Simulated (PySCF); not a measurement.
**Run report: InNa, single-point calculation**

- system: InNa
- method: RKS-pw91/def2-svp, tda (PySCF 2.14.0)

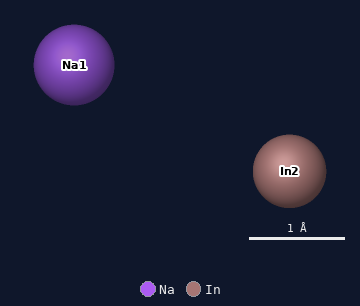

Figure 1. The structure as given in the input (ball-and-stick view, seen at an oblique angle; atoms are numbered from 1 in the order of the input).

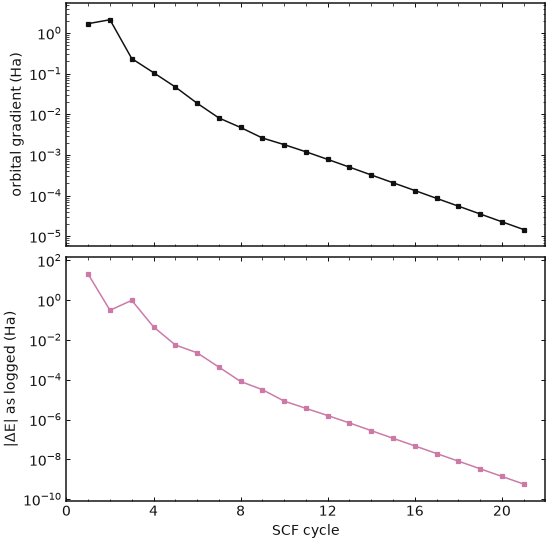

Figure 2. Convergence of the self-consistent field: orbital gradient and size of the energy change against the SCF cycle. The residual falls almost steadily, with no more than small rises.

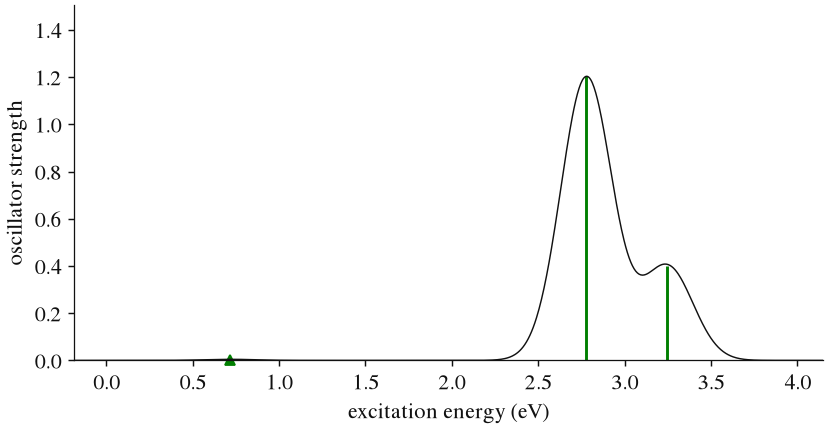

Figure 3. Computed excitations as sticks (degenerate states added up, dark ones marked on the axis), with a Gaussian envelope of 0.35 eV full width at half maximum, scaled to the tallest. Of the 4 states the lowest lies at 0.72 eV (f = 0.002); the strongest line is at 2.78 eV, or 446 nm (f = 1.203).

These pictures come from the run below.

**Input file**
```python
from pyscf import gto, dft, tdscf

mol = gto.M(
    atom='Na 0 0 0; In 0 0 3.113',
    basis='def2-svp',
    ecp={'In': 'def2-svp'},
    charge=0,
    spin=0,
    verbose=4,
)
mf = dft.RKS(mol, xc='pw91')
mf.level_shift = 0.1
mf.kernel()
td = tdscf.TDA(mf)
td.nstates = 4
td.kernel()
td.analyze(verbose=3)
mf.dip_moment()
print('orbital energies (hartree):', mf.mo_energy[..., max(0, mol.nelec[1]-3):mol.nelec[0]+3].round(4))
```

Run as:
```bash
OMP_NUM_THREADS=1 python input.py
```

**Output**
```
PySCF version 2.14.0

[INPUT] verbose = 4
[INPUT] num. atoms = 2
[INPUT] num. electrons = 32
[INPUT] charge = 0
[INPUT] spin (= nelec alpha-beta = 2S) = 0
[INPUT] symmetry False subgroup None
[INPUT] Mole.unit = angstrom
[INPUT] Symbol           X                Y                Z      unit          X                Y                Z       unit  Magmom
[INPUT]  1 Na     0.000000000000   0.000000000000   0.000000000000 AA    0.000000000000   0.000000000000   0.000000000000 Bohr   0.0
[INPUT]  2 In     0.000000000000   0.000000000000   3.113000000000 AA    0.000000000000   0.000000000000   5.882717425771 Bohr   0.0

nuclear repulsion = 39.2675668880565
number of shells = 17
number of NR pGTOs = 94
number of NR cGTOs = 41
basis = def2-svp
ecp = {'In': 'def2-svp'}

******** <class 'pyscf.dft.rks.RKS'> ********
method = RKS
initial guess = minao
damping factor = 0
level_shift factor = 0.1
DIIS = <class 'pyscf.scf.diis.CDIIS'>
diis_start_cycle = 1
diis_space = 8
diis_damp = 0
SCF conv_tol = 1e-09
SCF conv_tol_grad = None
SCF max_cycles = 50
direct_scf = True
direct_scf_tol = 1e-13
XC library pyscf.dft.libxc version 7.0.0
    S. Lehtola, C. Steigemann, M. J.T. Oliveira, and M. A.L. Marques.,  SoftwareX 7, 1–5 (2018)
XC functionals = pw91
    J. P. Perdew. In P. Ziesche and H. Eschrig, editors, Proceedings of the 75. WE-Heraeus-Seminar and 21st Annual International Symposium on Electronic Structure of Solids, 11. Berlin, 1991. Akademie Verlag.
    J. P. Perdew, J. A. Chevary, S. H. Vosko, K. A. Jackson, M. R. Pederson, D. J. Singh, and C. Fiolhais.,  Phys. Rev. B 46, 6671 (1992)
    J. P. Perdew, J. A. Chevary, S. H. Vosko, K. A. Jackson, M. R. Pederson, D. J. Singh, and C. Fiolhais.,  Phys. Rev. B 48, 4978 (1993)
    J. P. Perdew. In P. Ziesche and H. Eschrig, editors, Proceedings of the 75. WE-Heraeus-Seminar and 21st Annual International Symposium on Electronic Structure of Solids, 11. Berlin, 1991. Akademie Verlag.
    J. P. Perdew, J. A. Chevary, S. H. Vosko, K. A. Jackson, M. R. Pederson, D. J. Singh, and C. Fiolhais.,  Phys. Rev. B 46, 6671 (1992)
    J. P. Perdew, J. A. Chevary, S. H. Vosko, K. A. Jackson, M. R. Pederson, D. J. Singh, and C. Fiolhais.,  Phys. Rev. B 48, 4978 (1993)
radial grids:
    Treutler-Ahlrichs [JCP 102, 346 (1995); DOI:10.1063/1.469408] (M4) radial grids

becke partition: Becke, JCP 88, 2547 (1988); DOI:10.1063/1.454033
pruning grids: <function nwchem_prune>
grids dens level: 3
symmetrized grids: False
atomic radii adjust function: <function treutler_atomic_radii_adjust>
small_rho_cutoff = 0
Set gradient conv threshold to 3.16228e-05
Initial guess from minao.
tot grids = 39976
init E= -331.670787691469
  HOMO = -0.533583636349003  LUMO = -0.515732270484697  gap/eV = 0.48576
cycle= 1 E= -351.696382600131  delta_E=  -20  |g|=  1.7  |ddm|= 12.4
  HOMO = 0.008887367829284  LUMO = 0.0803706053430027  gap/eV = 1.94516
cycle= 2 E= -351.387746574545  delta_E= 0.309  |g|= 2.12  |ddm|= 5.79
  HOMO = -0.0700827168202522  LUMO = 0.00899126662011454  gap/eV = 2.15171
cycle= 3 E= -352.360709032872  delta_E= -0.973  |g|= 0.235  |ddm|= 2.19
  HOMO = -0.128200231912764  LUMO = -0.0461071313425917  gap/eV = 2.23387
cycle= 4 E= -352.405838328128  delta_E= -0.0451  |g|= 0.106  |ddm|= 1.04
  HOMO = -0.111747930013159  LUMO = 0.00361041160626111  gap/eV = 3.13906
cycle= 5 E= -352.41144169127  delta_E= -0.0056  |g|= 0.0471  |ddm|= 0.279
  HOMO = -0.107014814318099  LUMO = 0.011518737526967  gap/eV = 3.22546
cycle= 6 E= -352.4137002735  delta_E= -0.00226  |g|= 0.0188  |ddm|= 0.124
  HOMO = -0.10768145595047  LUMO = 0.0108759999727324  gap/eV = 3.22611
cycle= 7 E= -352.414132573191  delta_E= -0.000432  |g|= 0.00816  |ddm|= 0.0416
  HOMO = -0.108156537403637  LUMO = 0.0101244335365813  gap/eV = 3.21859
cycle= 8 E= -352.41421426906  delta_E= -8.17e-05  |g|= 0.00475  |ddm|= 0.0178
  HOMO = -0.108349347939395  LUMO = 0.00997810141800077  gap/eV = 3.21985
cycle= 9 E= -352.414245821272  delta_E= -3.16e-05  |g|= 0.00262  |ddm|= 0.0115
  HOMO = -0.108545331651278  LUMO = 0.00972719417614038  gap/eV = 3.21836
cycle= 10 E= -352.414254271841  delta_E= -8.45e-06  |g|= 0.0018  |ddm|= 0.00658
  HOMO = -0.108545459240034  LUMO = 0.00972392575102113  gap/eV = 3.21827
cycle= 11 E= -352.414257907215  delta_E= -3.64e-06  |g|= 0.0012  |ddm|= 0.00388
  HOMO = -0.108558912756045  LUMO = 0.00971643273978489  gap/eV = 3.21844
cycle= 12 E= -352.414259484727  delta_E= -1.58e-06  |g|= 0.00078  |ddm|= 0.00239
  HOMO = -0.108555112393034  LUMO = 0.00972090563506445  gap/eV = 3.21845
cycle= 13 E= -352.414260158056  delta_E= -6.73e-07  |g|= 0.000503  |ddm|= 0.00153
  HOMO = -0.108554005207218  LUMO = 0.00972175959276219  gap/eV = 3.21845
cycle= 14 E= -352.414260434426  delta_E= -2.76e-07  |g|= 0.000323  |ddm|= 0.000973
  HOMO = -0.108553553314657  LUMO = 0.00972232304300726  gap/eV = 3.21845
cycle= 15 E= -352.414260548477  delta_E= -1.14e-07  |g|= 0.000208  |ddm|= 0.000624
  HOMO = -0.108553532396414  LUMO = 0.00972235594941469  gap/eV = 3.21845
cycle= 16 E= -352.414260595706  delta_E= -4.72e-08  |g|= 0.000134  |ddm|= 0.000401
  HOMO = -0.108553447020164  LUMO = 0.00972247078483719  gap/eV = 3.21845
cycle= 17 E= -352.414260615241  delta_E= -1.95e-08  |g|= 8.59e-05  |ddm|= 0.000258
  HOMO = -0.108553411143234  LUMO = 0.00972250519921083  gap/eV = 3.21845
cycle= 18 E= -352.414260623328  delta_E= -8.09e-09  |g|= 5.53e-05  |ddm|= 0.000166
  HOMO = -0.108553393594761  LUMO = 0.00972252227083466  gap/eV = 3.21845
cycle= 19 E= -352.414260626674  delta_E= -3.35e-09  |g|= 3.55e-05  |ddm|= 0.000107
  HOMO = -0.108553378215525  LUMO = 0.00972253815770918  gap/eV = 3.21845
cycle= 20 E= -352.414260628058  delta_E= -1.38e-09  |g|= 2.28e-05  |ddm|= 6.85e-05
  HOMO = -0.108553372237147  LUMO = 0.00972254368032715  gap/eV = 3.21845
cycle= 21 E= -352.414260628631  delta_E= -5.73e-10  |g|= 1.47e-05  |ddm|= 4.41e-05
  HOMO = -0.108549994437827  LUMO = -0.0902716327353728  gap/eV = 0.49738
Extra cycle  E= -352.414260626406  delta_E= 2.22e-09  |g|= 4.51e-05  |ddm|= 0.000243
converged SCF energy = -352.414260626406

******** <class 'pyscf.tdscf.rks.TDA'> for <class 'pyscf.dft.rks.RKS'> ********
nstates = 4 singlet
deg_eia_thresh = 1.000e-03
wfnsym = None
conv_tol = 1e-05
eigh lindep = 1e-12
eigh level_shift = 0
eigh max_cycle = 100

Excitation energies (eV)
[0.71531974 0.71531974 2.779005   3.24674131]

** Singlet excitation energies and oscillator strengths **
Excited State   1:      0.71532 eV   1733.27 nm  f=0.0023
Excited State   2:      0.71532 eV   1733.27 nm  f=0.0023
Excited State   3:      2.77900 eV    446.15 nm  f=1.2034
Excited State   4:      3.24674 eV    381.87 nm  f=0.3994
Dipole moment(X, Y, Z, Debye): -0.00000, -0.00000, -1.52327
orbital energies (hartree): [-0.662  -0.2978 -0.1085 -0.0903 -0.0903 -0.0531]
```

**Key numbers**

- outcome: converged
- SCF energy: −352.414261 hartree
- dipole moment: 1.52 D
- hardware: 1 CPU thread, shared host
- wall time: 6 s
